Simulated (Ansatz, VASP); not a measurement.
# Cross-check of TiO2 (Anatase) between VASP and Ansatz, part 2 of 2

One calculation is typed for both programs; each brings its own data sets and cutoff. How far apart do they land?  The cell comes out of the VASP series on this material, whose earlier steps may have relaxed, scaled or displaced it; both programs get it as it stands.

VASP 6.6.1 and Ansatz 0.2.0.

So far. Step 5 (Ansatz: single point, PBE): The run ends at a pressure of -0.62 GPa, with forces up to 0.023 eV/Å.

### Step 6. VASP: single point, PBE

Level of this step: PBE, no spin polarisation; plane waves and PAW (Ti_sv, O) (VASP).

The same cell, functional, mesh and smearing now go to VASP, with its own data sets and cutoff.

Input file INCAR:

```
SYSTEM = TiO2
PREC = Accurate
ENCUT = 520
EDIFF = 1E-06
NELM = 100
ISMEAR = 0
SIGMA = 0.05
LREAL = .FALSE.
ALGO = Normal
GGA = PE
NBANDS = 30
LASPH = .TRUE.
LORBIT = 11
LWAVE = .FALSE.
LCHARG = .TRUE.
ISIF = 2
LELF = .TRUE.
LVHAR = .TRUE.
```

Input file POSCAR:

```
TiO2
1.0
   -1.9015196885      1.9015196885      4.8532805908
    1.9015196885     -1.9015196885      4.8532805908
    1.9015196885      1.9015196885     -4.8532805908
Ti O
2 4
Direct
    0.0000000000      0.0000000000      0.0000000000
    0.7500000000      0.2500000000      0.5000000000
    0.2065503743      0.2065503743      0.0000000000
    0.9565503743      0.4565503743      0.5000000000
    0.5434496257      0.0434496257      0.5000000000
    0.7934496257      0.7934496257      0.0000000000
```

Input file KPOINTS:

```
Automatic mesh
0
Gamma
8 8 8
0 0 0
```

The projector-augmented-wave data sets are Ti_sv and O (PBE family, release 64).

Launch:

```sh
> mpirun -np 4 vasp_std
```

Numbers of over 12 decimals in the logs are rounded to 6 here.

What it wrote:

```text
[banner, memory and clock lines left out]
running    4 mpi-ranks, on    1 nodes
[...]
LDA part: xc-table for (Slater+PW92), standard interpolation
|                                                                             |
|           W    W    AA    RRRRR   N    N  II  N    N   GGGG   !!!           |
|           W    W   A  A   R    R  NN   N  II  NN   N  G    G  !!!           |
|           W    W  A    A  R    R  N N  N  II  N N  N  G       !!!           |
|           W WW W  AAAAAA  RRRRR   N  N N  II  N  N N  G  GGG   !            |
|           WW  WW  A    A  R   R   N   NN  II  N   NN  G    G                |
|           W    W  A    A  R    R  N    N  II  N    N   GGGG   !!!           |
|                                                                             |
|     The number of bands has been changed from the values supplied in        |
|     The orbitals not found in the WAVECAR file will be initialized with     |
|     random numbers, which is usually adequate. For correlated               |
|     calculations, however, you should redo the groundstate calculation.     |
|     I found NBANDS = 30. Now, NBANDS = 32.                                  |
|                                                                             |

 POSCAR, INCAR and KPOINTS ok, starting setup
[...]
entering main loop
       N       E                     dE             d eps       ncg     rms          rms(c)
DAV:   1     0.659153378997E+03    0.65915E+03   -0.24383E+04  3776   0.173E+03
DAV:   2     0.296202656207E+02   -0.62953E+03   -0.58653E+03  4144   0.517E+02
DAV:   3    -0.667202004963E+02   -0.96340E+02   -0.94677E+02  5312   0.193E+02
DAV:   4    -0.711675070187E+02   -0.44473E+01   -0.44399E+01  5664   0.405E+01
[...]
DAV:  14    -0.538655014131E+02    0.51900E-04   -0.17277E-04  4992   0.103E-01    0.139E-02
DAV:  15    -0.538655010165E+02    0.39660E-06   -0.16679E-05  5576   0.335E-02    0.584E-03
DAV:  16    -0.538655014525E+02   -0.43601E-06   -0.11604E-06  3208   0.106E-02
   1 F= -.53865501E+02 E0= -.53865501E+02  d E =-.128395E-22
```

Parts of OUTCAR (step 6):

```text
  Total        0.0354235      0.0354235      0.0291750      0.0000000      0.0000000      0.0000000
  in kB        0.8085462      0.8085462      0.6659235      0.0000000      0.0000000      0.0000000
  external PRESSURE =       0.7610053 kB  Pullay stress =       0.0000000 kB

 POSITION                                       TOTAL-FORCE (eV/Angst)
 -----------------------------------------------------------------------------------
      0.00000      0.00000      0.00000         0.000000      0.000000      0.000000
      0.00000      1.90152      2.42664         0.000000      0.000000     -0.000000
      0.00000      0.00000      2.00489         0.000000      0.000000     -0.004450
      0.00000      1.90152      4.43153        -0.000000     -0.000000     -0.004450
     -0.00000      1.90152      0.42175         0.000000      0.000000      0.004450
      0.00000      0.00000      7.70167        -0.000000     -0.000000      0.004450
 -----------------------------------------------------------------------------------
    total drift:                                0.000000      0.000000      0.000000

  FREE ENERGIE OF THE ION-ELECTRON SYSTEM (eV)
  ---------------------------------------------------
  free  energy   TOTEN  =       -53.8655014525 eV

  energy  without entropy=      -53.8655014525  energy(sigma->0) =      -53.86550145

[... 1 part as in an earlier step ...]

[... 2 further parts left out ...]
[key lines of the parts left out:]
E-fermi :   3.4274
```

The run ends at a pressure of 0.08 GPa, with forces up to 0.0044 eV/Å.

### Step 7. Side by side

The two programs side by side:

| quantity | Ansatz | VASP | difference |
| --- | --- | --- | --- |
| pressure (GPa) | -0.62 | 0.08 | -0.70 |
| gap on the k mesh (eV) | 2.149 | 2.126 | +0.023 |

At this near-relaxed geometry the largest component of a force difference is 18 meV/Å. Ansatz's pressure holds a Pulay correction of 0.67 GPa; VASP's holds none.

### Step 8. Ansatz: band structure, PBE

Levels along a path test the potential and the projectors away from the mesh points.

The cell comes out of the VASP series on this material, whose earlier steps may have relaxed, scaled or displaced it; both programs get it as it stands.

Input file input.yaml:

```yaml
crystal:
  lattice:
    - [-1.9015196885, 1.9015196885, 4.8532805908]
    - [1.9015196885, -1.9015196885, 4.8532805908]
    - [1.9015196885, 1.9015196885, -4.8532805908]
  atoms:
    - { symbol: Ti, position: [0.0, 0.0, 0.0] }
    - { symbol: Ti, position: [0.75, 0.25, 0.5] }
    - { symbol: O, position: [0.2065503743, 0.2065503743, 0.0] }
    - { symbol: O, position: [0.9565503743, 0.4565503743, 0.5] }
    - { symbol: O, position: [0.5434496257, 0.0434496257, 0.5] }
    - { symbol: O, position: [0.7934496257, 0.7934496257, 0.0] }
hamiltonian:
  xc: pbe
  pseudopotentials: { kind: paw }
kpoints:
  mp_grid: { grid: [8, 8, 8] }
  band_path:
    path:
      - [0.0, 0.0, 0.0]
      - [0.0, 0.0, 0.2]
      - [0.0, 0.0, 0.4]
      - [0.0, 0.0, 0.43333]
      - [-0.01023, 0.01023, 0.5]
      - [-0.04094, 0.04094, 0.5]
      - [-0.07164, 0.07164, 0.5]
      - [-0.13319, 0.13319, 0.44357]
      - [-0.21784, 0.21784, 0.35892]
      - [-0.28838, 0.28838, 0.28838]
      - [-0.17303, 0.17303, 0.17303]
      - [-0.05768, 0.05768, 0.05768]
      - [0.06667, 0.06667, -0.06667]
      - [0.26667, 0.26667, -0.26667]
      - [0.46667, 0.46667, -0.46667]
      - [0.44357, 0.55643, -0.44357]
      - [0.35892, 0.64108, -0.35892]
      - [0.28838, 0.71162, -0.28838]
      - [0.17303, 0.62697, -0.17303]
      - [0.05768, 0.54232, -0.05768]
      - [0.03333, 0.46667, 0.03333]
      - [0.13333, 0.36667, 0.13333]
      - [0.23333, 0.26667, 0.23333]
      - [0.31667, 0.31667, 0.16287]
      - [0.41667, 0.41667, 0.03216]
      - [0.5, 0.5, -0.07675]
      - [0.5, 0.5, -0.24605]
      - [0.5, 0.5, -0.41535]
      - [0.03333, 0.03333, 0.46667]
      - [0.13333, 0.13333, 0.36667]
      - [0.25, 0.25, 0.25]
    npoints: 1
scf:
  occupations: { method: gaussian, width: 0.05 }
  n_extra_bands: 9
output:
  forces: true
  stress: true
  eigenvalues: true
  write_density: true
  write_potential: true
  elf: true
  volumetric_format: npy
```

Launch:

```sh
> ansatz run input.yaml --threads 4 --pin off --max-ram 9216MiB --backend cpu --events-out ev --progress --plain --runs-dir out
```

What it wrote:

```text
[...]
Crystal: 6 atoms, lattice volume = 70.194 Å³
Basis set: ecut = 420 eV, 1365 PW (Γ), exchange–correlation on 80×80×80 points (8 copies of the dense FFT grid, shifted against one another)
Bands: 33, of which v1, the nominal top of the filled ones, is band 24 counted from 1 (23 counted from 0)
Symmetry: 16 space group operations
[...]
k-points: 59 of 512
[...]
k-point 0: bands = [... 20 lower, 6.1422, 6.1542, 6.5193, 6.5193, 9.0544, 9.7187, 10.8982, 10.8982, ... 5 higher]
  k-point 1: bands = [... 20 lower, 5.8412, 5.8589, 6.2307, 6.6747, 9.6404, 9.7991, 10.3354, 10.6267, ... 5 higher]
  k-point 2: bands = [... 20 lower, 5.1992, 5.9865, 6.3617, 6.7396, 9.8225, 9.9923, 10.3817, 10.5561, ... 5 higher]
  k-point 58: bands = [... 20 lower, 5.7020, 5.7020, 6.8342, 6.8342, 9.3759, 9.3759, 10.6295, 10.6295, ... 5 higher]
[key lines of the parts left out:]
SCF converged after 7 iterations
Free energy (F): -7277.499554 eV
Fermi energy:    7.980842 eV
P = ⅓ Tr σ = -0.6196 GPa (-6.196 kbar)
```

Wall time 3.5 s (4 threads of Arm Neoverse V1, shared host); peak memory 0.44 GiB.

### Step 9. VASP: band structure, PBE

The same cell, functional, mesh and smearing now go to VASP, with its own data sets and cutoff.

Input file INCAR:

```
SYSTEM = TiO2
PREC = Accurate
ENCUT = 520
EDIFF = 1E-06
NELM = 100
ISMEAR = 0
SIGMA = 0.05
LREAL = .FALSE.
ALGO = Normal
GGA = PE
NBANDS = 40
LASPH = .TRUE.
LORBIT = 11
LWAVE = .FALSE.
LCHARG = .FALSE.
KPAR = 4
```

POSCAR is that of step 6.

KPOINTS is that of step 6.

Input file KPOINTS_OPT:

```
Line mode
16
Line-mode
Reciprocal
  0.00000000   0.00000000   0.00000000 GAMMA
  0.00000000   0.00000000   0.50000000 X

  0.00000000   0.00000000   0.50000000 X
 -0.07675397   0.07675397   0.50000000 Y

 -0.07675397   0.07675397   0.50000000 Y
 -0.28837699   0.28837699   0.28837699 S

 -0.28837699   0.28837699   0.28837699 S
  0.00000000   0.00000000   0.00000000 GAMMA

  0.00000000   0.00000000   0.00000000 GAMMA
  0.50000000   0.50000000  -0.50000000 Z

  0.50000000   0.50000000  -0.50000000 Z
  0.28837699   0.71162301  -0.28837699 S1

  0.28837699   0.71162301  -0.28837699 S1
  0.00000000   0.50000000   0.00000000 N

  0.00000000   0.50000000   0.00000000 N
  0.25000000   0.25000000   0.25000000 P

  0.25000000   0.25000000   0.25000000 P
  0.50000000   0.50000000  -0.07675397 Y1

  0.50000000   0.50000000  -0.07675397 Y1
  0.50000000   0.50000000  -0.50000000 Z

  0.00000000   0.00000000   0.50000000 X
  0.25000000   0.25000000   0.25000000 P
```

Launch:

```sh
> mpirun -np 4 vasp_std
```

What it wrote:

```text
[... set-up lines as in an earlier step ...]
 entering main loop
       N       E                     dE             d eps       ncg     rms          rms(c)
DAV:   1     0.634843811846E+03    0.63484E+03   -0.23059E+04  4720   0.138E+03
DAV:   2     0.155848894238E+02   -0.61926E+03   -0.56076E+03  4904   0.437E+02
DAV:   3    -0.664186563781E+02   -0.82004E+02   -0.80353E+02  6208   0.159E+02
DAV:   4    -0.711789362860E+02   -0.47603E+01   -0.47382E+01  6984   0.340E+01
[...]
DAV:  17    -0.538655030116E+02    0.67051E-05   -0.42806E-06  5552   0.273E-02    0.122E-02
DAV:  18    -0.538655016484E+02    0.13631E-05   -0.27734E-06  4904   0.922E-03    0.267E-03
DAV:  19    -0.538655016522E+02   -0.37599E-08   -0.15520E-07  3224   0.244E-03
   1 F= -.53865502E+02 E0= -.53865502E+02  d E =-.175858E-10
 Start KPOINTS_OPT (optional k-point list driver)
k-point batch [1-59\176]
       N       E                     dE             ncg
DAV:   1    -0.795045418017E+03   -0.80659E+05     4720
DAV:   2    -0.342559330152E+05   -0.33461E+05     4848
DAV:   3    -0.385764337447E+05   -0.43205E+04     6296
DAV:   4    -0.388840343336E+05   -0.30760E+03     7008
DAV:   5    -0.388941737414E+05   -0.10139E+02     5632
DAV:   6    -0.388943406574E+05   -0.16692E+00     6448
DAV:   7    -0.388943441227E+05   -0.34653E-02     5616
DAV:   8    -0.388943441738E+05   -0.51153E-04     5304
DAV:   9    -0.388943441748E+05   -0.95698E-06     3344
[...]
k-point batch [119-176\176]
       N       E                     dE             ncg
DAV:   1     0.611905962894E+03   -0.94581E+05     4640
DAV:   2    -0.322639527203E+05   -0.32876E+05     4736
DAV:   3    -0.365539377905E+05   -0.42900E+04     6240
DAV:   4    -0.368586822763E+05   -0.30474E+03     6704
[...]
DAV:   8    -0.368682115361E+05   -0.43350E-04     5000
DAV:   9    -0.368682115375E+05   -0.14563E-05     3504
DAV:  10    -0.368682115377E+05   -0.14793E-06     3544
```

OUTCAR, selected parts (step 9):

```text
  Total        0.0206470      0.0206470      0.0168144      0.0000000     -0.0000000      0.0000000
  in kB        0.4712715      0.4712715      0.3837916      0.0000000     -0.0000000      0.0000000
  external PRESSURE =       0.4421115 kB  Pullay stress =       0.0000000 kB

 POSITION                                       TOTAL-FORCE (eV/Angst)
 -----------------------------------------------------------------------------------
      0.00000      0.00000      0.00000         0.000000      0.000000      0.000000
      0.00000      1.90152      2.42664         0.000000      0.000000      0.000000
      0.00000      0.00000      2.00489        -0.000000     -0.000000     -0.004472
      0.00000      1.90152      4.43153         0.000000      0.000000     -0.004472
     -0.00000      1.90152      0.42175        -0.000000     -0.000000      0.004472
      0.00000      0.00000      7.70167        -0.000000     -0.000000      0.004472
 -----------------------------------------------------------------------------------
    total drift:                                0.000000      0.000000      0.000000

  FREE ENERGIE OF THE ION-ELECTRON SYSTEM (eV)
  ---------------------------------------------------
  free  energy   TOTEN  =       -53.8655016522 eV

  energy  without entropy=      -53.8655016522  energy(sigma->0) =      -53.86550165

[... 1 part as in an earlier step ...]

[... 2 further parts left out ...]
[key lines of the parts left out:]
E-fermi :   3.2975
```

The run ends at a pressure of 0.04 GPa, with forces up to 0.0045 eV/Å.

### Step 10. Differences

The two programs side by side:

| quantity | Ansatz | VASP | difference |
| --- | --- | --- | --- |
| pressure (GPa) | -0.62 | 0.04 | -0.66 |
| gap over the path points (eV) | 2.115 | 2.092 | +0.023 |

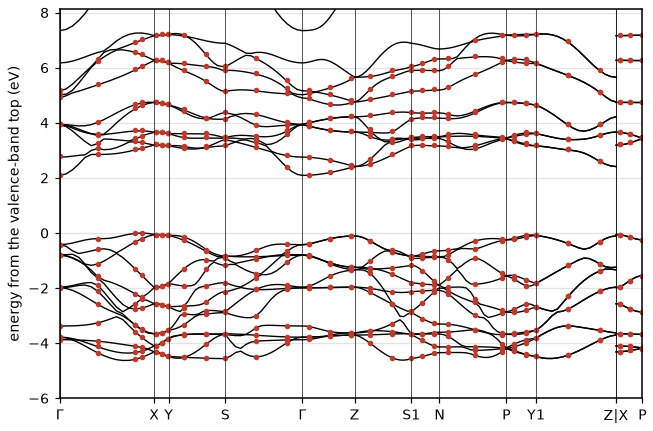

Bands from VASP (lines) and levels from Ansatz (dots). Dots without a line are higher empty bands that the VASP plot leaves out.

Levels at points of the path, from each program's valence-band top (eV; 4 filled, then empty):

| k (reciprocal lattice) | Ansatz | VASP |
| --- | --- | --- |
| 0.000 0.000 0.000 | -0.80 -0.79 -0.42 -0.42 2.12 2.78 3.96 | -0.80 -0.79 -0.42 -0.42 2.09 2.76 3.93 |
| 0.000 0.000 0.200 | -1.57 -1.12 -0.59 -0.20 2.88 3.10 3.27 | -1.58 -1.13 -0.60 -0.20 2.85 3.07 3.25 |
| 0.000 0.000 0.400 | -2.21 -1.31 -0.32 -0.01 3.04 3.34 3.44 | -2.21 -1.31 -0.32 -0.01 3.02 3.32 3.41 |
| 0.000 0.000 0.433 | -2.33 -1.53 -0.21 0.00 3.10 3.31 3.54 | -2.34 -1.54 -0.21 0.00 3.08 3.28 3.52 |
| -0.010 0.010 0.500 | -1.97 -1.97 -0.06 -0.06 3.21 3.21 3.68 | -1.98 -1.98 -0.06 -0.06 3.19 3.19 3.66 |
| -0.041 0.041 0.500 | -1.93 -1.93 -0.06 -0.06 3.21 3.21 3.67 | -1.93 -1.93 -0.06 -0.06 3.18 3.18 3.64 |
| -0.072 0.072 0.500 | -1.84 -1.84 -0.08 -0.08 3.19 3.19 3.64 | -1.84 -1.84 -0.08 -0.08 3.17 3.17 3.61 |
| -0.133 0.133 0.444 | -1.92 -1.30 -0.26 -0.14 3.10 3.17 3.49 | -1.92 -1.30 -0.26 -0.14 3.07 3.14 3.46 |
| -0.218 0.218 0.359 | -1.31 -0.97 -0.67 -0.60 3.13 3.15 3.47 | -1.32 -0.97 -0.67 -0.60 3.10 3.13 3.44 |
| -0.288 0.288 0.288 | -1.17 -0.90 -0.83 -0.83 3.18 3.41 3.47 | -1.17 -0.91 -0.83 -0.83 3.16 3.39 3.44 |

At this near-relaxed geometry the largest component of a force difference is 18 meV/Å. Among the levels compared (up to four filled and three empty ones at each point), filled levels agree within 6 meV and empty ones within 27 meV. Ansatz's pressure holds a Pulay correction of 0.67 GPa; VASP's holds none.

### Step 11. What moves the difference

An all-electron run, which needs no data sets, serves as referee.

| run | difference in gap over the path points (eV) |
| --- | --- |
| as above | 0.023 |
| Ansatz's all-electron LAPW method | 0.017 |

### Step 12. Outcome

- difference in volume (relaxation of cell and atoms, PBE): -0.28 %
- difference in gap on the k mesh (single point, PBE): 0.023 eV
- r.m.s. force difference (single point, PBE): 8.6 meV/Å
- difference in pressure (single point, PBE): -0.70 GPa
- difference in gap over the path points (band structure, PBE): 0.023 eV
- r.m.s. force difference (band structure, PBE): 8.6 meV/Å
- difference in pressure (band structure, PBE): -0.66 GPa

What this shows: The r.m.s. force difference is 8.6 meV/Å (single point, PBE), within the 12 meV/Å picked in this series as the mark of a large difference. For band structure, PBE: no further run halves the difference in gap over the path points; only Ansatz's side was varied. The all-electron run, which needs no data set, lies 0.017 eV from VASP and 0.0060 eV from Ansatz's PAW result, so it sides with Ansatz. Differences of this kind measure data sets and numerical settings, not the functional's error against experiment.

[Lines on the potential files, build, host, timing and source positions are cut from VASP's logs without a mark.]

[Logs are printed without paths, hosts, clocks, repeated set-up lines and the standing remarks that a program may print on its own settings, such as how far it seeks lower states.]

[Hosts, paths, dates, database ids (printed as entryN), source tags and the programs' standing remarks are cut or masked in the printed files.]
